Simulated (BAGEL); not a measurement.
**CH7NOSi (SMILES OCN[SiH3]), step by step**

Wanted: a series of 8 runs (RI-MP2/6-31G*) of CH7NOSi. 

The results are computed with BAGEL 1.2.2.

1 further run of the same task is left out (set aside as unsound or not needed).

## 1. Starting point

CH7NOSi: 11 atoms, total charge 0, spin state singlet. SMILES: `OCN[SiH3]`. One bond was lengthened or shortened from a relaxed shape.

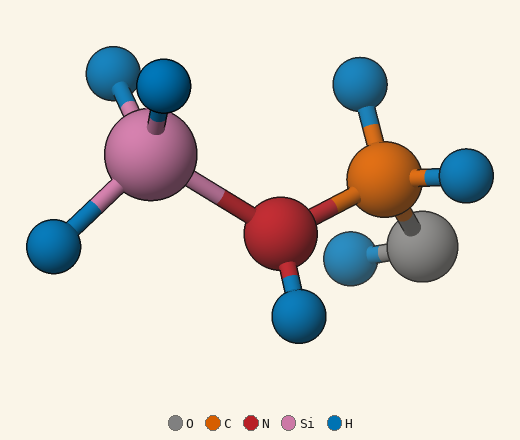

The structure, seen from a chosen angle (oxygen grey, carbon orange, nitrogen red, silicon pink, hydrogen blue).

## 2. A single-point energy at RI-MP2/6-31G(d) (density fitting with svp-jkfit, spherical functions) (run 1)

The input, job.json:

```json
{ "bagel" : [

{
  "title" : "molecule",
  "basis" : "6-31gs.json",
  "df_basis" : "svp-jkfit",
  "angstrom" : false,
  "geometry" : [
    { "atom" : "O", "xyz" : [    -1.86838923,     3.39217178,    -1.18176669 ] },
    { "atom" : "C", "xyz" : [     0.39588062,     2.23811603,    -0.41113637 ] },
    { "atom" : "N", "xyz" : [     0.45502904,    -0.41146897,    -0.96218051 ] },
    { "atom" : "Si", "xyz" : [     1.30729553,    -2.71995840,     1.16073782 ] },
    { "atom" : "H", "xyz" : [    -3.23409430,     2.41442748,    -0.48426878 ] },
    { "atom" : "H", "xyz" : [     1.88252816,     3.28748095,    -1.39511677 ] },
    { "atom" : "H", "xyz" : [     0.69937063,     2.47017440,     1.63165757 ] },
    { "atom" : "H", "xyz" : [     0.47713884,    -0.80113049,    -2.82828506 ] },
    { "atom" : "H", "xyz" : [     0.01245518,    -2.18063056,     3.59640582 ] },
    { "atom" : "H", "xyz" : [     3.65548622,    -2.86387994,     1.62157399 ] },
    { "atom" : "H", "xyz" : [     0.48450877,    -5.18737380,     0.10532578 ] }
  ]
},

{
  "title" : "hf"
},

{
  "title" : "mp2",
  "ncore" : 8
}

]}
```

The basis set 6-31G* is read from a file made from the Basis Set Exchange's data (not shown).

On the command line:

```bash
$ BAGEL_NUM_THREADS=1 BAGEL job.json > job.out
```

What it wrote:

```text
* using 1 threads per process

  ===============================================================
  ===============================================================

  *** Geometry ***

  { "atom" : "O", "xyz" : [     -1.868389,      3.392172,     -1.181767 ] },
  { "atom" : "C", "xyz" : [      0.395881,      2.238116,     -0.411136 ] },
  { "atom" : "N", "xyz" : [      0.455029,     -0.411469,     -0.962181 ] },
[... 7 lines of this table left out ...]
  { "atom" : "H", "xyz" : [      0.484509,     -5.187374,      0.105326 ] },

[... 23 lines left out ...]
    * SCF iteration converged.
[... 1 line left out ...]
    * Permanent dipole moment:
[... 2 lines left out ...]
    * METHOD: HF                                   0.82

  *** RHF ***

  === Nuclear Repulsion ===
   174.8266708840

      * DIIS with orbital gradients will be used.

  === RHF iteration (6-31gs.json) ===
      0       -460.14073446          0.00000000           0.05
    * SCF iteration converged.

    * Permanent dipole moment:
           (   -0.291746,     0.439090,    -0.093898) a.u.

  === DF-MP2 calculation ===

    * freezing 8 orbitals
    * 3-index integral transformation done
    * assembly done

      MP2 correlation energy:   -0.5432751047      0.03

      MP2 total energy:       -460.6840095628

    * METHOD: MP2                                  0.15

  ===============================================================
```

Run time: 1.3 s. Hardware: 1 thread of Arm Neoverse V1, shared host.

## 3. Bond 10-4 at 1.492 A: the energy at RI-MP2/6-31G(d) (density fitting with svp-jkfit, spherical functions) (run 2)

The input, calc.json:

```json
{ "bagel" : [

{
  "title" : "molecule",
  "basis" : "6-31gs.json",
  "df_basis" : "svp-jkfit",
  "geometry" : [
    { "atom" : "O", "xyz" : [    -2.28282884,     3.41757159,    -1.26310050 ] },
    { "atom" : "C", "xyz" : [    -0.01855900,     2.26351584,    -0.49247019 ] },
    { "atom" : "N", "xyz" : [     0.04058943,    -0.38606916,    -1.04351432 ] },
    { "atom" : "Si", "xyz" : [     0.89285591,    -2.69455859,     1.07940400 ] },
    { "atom" : "H", "xyz" : [    -3.64853391,     2.43982729,    -0.56560259 ] },
    { "atom" : "H", "xyz" : [     1.46808854,     3.31288076,    -1.47645058 ] },
    { "atom" : "H", "xyz" : [     0.28493102,     2.49557421,     1.55032375 ] },
    { "atom" : "H", "xyz" : [     0.06269922,    -0.77573068,    -2.90961887 ] },
    { "atom" : "H", "xyz" : [    -0.40198443,    -2.15523076,     3.51507201 ] },
    { "atom" : "H", "xyz" : [     3.65548622,    -2.86387994,     1.62157399 ] },
    { "atom" : "H", "xyz" : [     0.07006915,    -5.16197399,     0.02399196 ] }
  ]
},

{ "title" : "hf" },

{ "title" : "mp2", "ncore" : 8 }

]}
```

The basis set 6-31G* is read from a file made from the Basis Set Exchange's data (not shown).

On the command line:

```bash
$ BAGEL_NUM_THREADS=1 BAGEL calc.json > calc.out
```

What it wrote:

```text
* using 1 threads per process

  ===============================================================
  ===============================================================

  *** Geometry ***

  { "atom" : "O", "xyz" : [     -2.282829,      3.417572,     -1.263100 ] },
  { "atom" : "C", "xyz" : [     -0.018559,      2.263516,     -0.492470 ] },
  { "atom" : "N", "xyz" : [      0.040589,     -0.386069,     -1.043514 ] },
[... 7 lines of this table left out ...]
  { "atom" : "H", "xyz" : [      0.070069,     -5.161974,      0.023992 ] },

[... 23 lines left out ...]
    * SCF iteration converged.
[... 1 line left out ...]
    * Permanent dipole moment:
[... 2 lines left out ...]
    * METHOD: HF                                   0.82

  *** RHF ***

  === Nuclear Repulsion ===
   173.7280690587

      * DIIS with orbital gradients will be used.

  === RHF iteration (6-31gs.json) ===
      0       -460.16317936          0.00000000           0.05
    * SCF iteration converged.

    * Permanent dipole moment:
           (   -0.119150,     0.416558,    -0.057124) a.u.

  === DF-MP2 calculation ===

    * freezing 8 orbitals
    * 3-index integral transformation done
    * assembly done

      MP2 correlation energy:   -0.5448279523      0.03

      MP2 total energy:       -460.7080073142

    * METHOD: MP2                                  0.15

  ===============================================================
```

It took 1.3 s on 1 thread of Arm Neoverse V1, shared host.

Runs 3 to 7 aren't shown in full; the table further down has their settings and results.

## 4. Bond 10-4 at 4.179 A: the energy at RI-MP2/6-31G(d) (density fitting with svp-jkfit, spherical functions) (run 8)

The input, mp2.json:

```json
{ "bagel": [

{
  "title": "molecule",
  "basis": "6-31gs.json",
  "df_basis": "svp-jkfit",
  "angstrom": "false",
  "geometry": [
    { "atom": "O", "xyz": [    -7.25538047,     3.72234095,    -2.23897019 ] },
    { "atom": "C", "xyz": [    -4.99111063,     2.56828520,    -1.46833988 ] },
    { "atom": "N", "xyz": [    -4.93196220,    -0.08129980,    -2.01938401 ] },
    { "atom": "Si", "xyz": [    -4.07969572,    -2.38978923,     0.10353431 ] },
    { "atom": "H", "xyz": [    -8.62108554,     2.74459665,    -1.54147228 ] },
    { "atom": "H", "xyz": [    -3.50446308,     3.61765012,    -2.45232027 ] },
    { "atom": "H", "xyz": [    -4.68762061,     2.80034357,     0.57445407 ] },
    { "atom": "H", "xyz": [    -4.90985240,    -0.47096132,    -3.88548856 ] },
    { "atom": "H", "xyz": [    -5.37453606,    -1.85046140,     2.53920232 ] },
    { "atom": "H", "xyz": [     3.65548622,    -2.86387994,     1.62157399 ] },
    { "atom": "H", "xyz": [    -4.90248247,    -4.85720463,    -0.95187773 ] }
  ]
},

{ "title": "hf" },

{ "title": "mp2", "ncore": 8 }

]}
```

The basis set 6-31G* is read from a file made from the Basis Set Exchange's data (not shown).

On the command line:

```bash
$ BAGEL_NUM_THREADS=1 BAGEL mp2.json > mp2.out
```

What it wrote:

```text
* using 1 threads per process

  ===============================================================
  ===============================================================

  *** Geometry ***

  { "atom" : "O", "xyz" : [     -7.255380,      3.722341,     -2.238970 ] },
  { "atom" : "C", "xyz" : [     -4.991111,      2.568285,     -1.468340 ] },
  { "atom" : "N", "xyz" : [     -4.931962,     -0.081300,     -2.019384 ] },
[... 7 lines of this table left out ...]
  { "atom" : "H", "xyz" : [     -4.902482,     -4.857205,     -0.951878 ] },

[... 23 lines left out ...]
    * SCF iteration converged.
[... 1 line left out ...]
    * Permanent dipole moment:
[... 2 lines left out ...]
    * METHOD: HF                                   0.88

  *** RHF ***

  === Nuclear Repulsion ===
   168.8487206718

      * DIIS with orbital gradients will be used.

  === RHF iteration (6-31gs.json) ===
      0       -459.91108679          0.00000000           0.05
    * SCF iteration converged.

    * Permanent dipole moment:
           (    2.192721,     0.030915,     0.506654) a.u.

  === DF-MP2 calculation ===

    * freezing 8 orbitals
    * 3-index integral transformation done
    * assembly done

      MP2 correlation energy:   -0.6067837917      0.03

      MP2 total energy:       -460.5178705767

    * METHOD: MP2                                  0.14

  ===============================================================
```

Run time: 1.4 s. Hardware: 1 thread of Arm Neoverse V1, shared host.

## 5. Overview of the runs

| run | partner | energy (Eh) | correlation energy (mEh) | wall time |
| --- | --- | --- | --- | --- |
| 1 | bond 10-4 at 1.269 A | -460.684010 | -543.3 | 1.3 s |
| 2 | bond 10-4 at 1.492 A | -460.708007 | -544.8 | 1.3 s |
| 3 | bond 10-4 at 1.716 A | -460.695531 | -546.9 | 1.3 s |
| 4 | bond 10-4 at 2.015 A | -460.661802 | -550.1 | 1.3 s |
| 5 | bond 10-4 at 2.388 A | -460.618250 | -555.2 | 1.4 s |
| 6 | bond 10-4 at 2.836 A | -460.575367 | -563.5 | 1.3 s |
| 7 | bond 10-4 at 3.433 A | -460.537077 | -579.0 | 1.3 s |
| 8 | bond 10-4 at 4.179 A | -460.517871 | -606.8 | 1.4 s |

## 6. Results

```
                                                         quantity          value
                               bond 10-4 at 4.179 A: total energy  -460.51787 Eh
bond 10-4 at 4.179 A: correlation energy (8 core orbitals frozen)     -606.8 mEh
```

**Reading.** The lowest energy is that of run 2; the highest lies 5.174 eV above it. In runs 6, 7, 8 a closed-shell determinant meets a far-stretched bond, which it describes badly. All runs together took 11 s, the longest 1.4 s.
